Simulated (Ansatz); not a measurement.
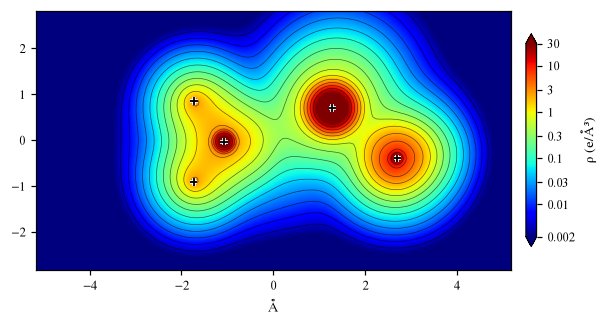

The electron density on a plane through atoms (crosses mark nuclei in the plane).

The calculation used isolated molecule in a Gaussian basis; Kohn-Sham density functional theory, functional PBE0 in Ansatz.

Candidates:
A. BGaH7NO (SMILES NB[OH+][GaH3-])
B. C3H7GeO (SMILES [OH][Ge]1[CH2]C[CH2]1) (doublet)
C. C4H6Mg (SMILES CCC#[C][MgH])

Which system is this?

Candidate B: C3H7GeO on the plane of atoms H8, C2 and H9, which holds C, Ge, O and H. Ge–O (1.80 Å): ρ is about 0.91 e/Å³ halfway.
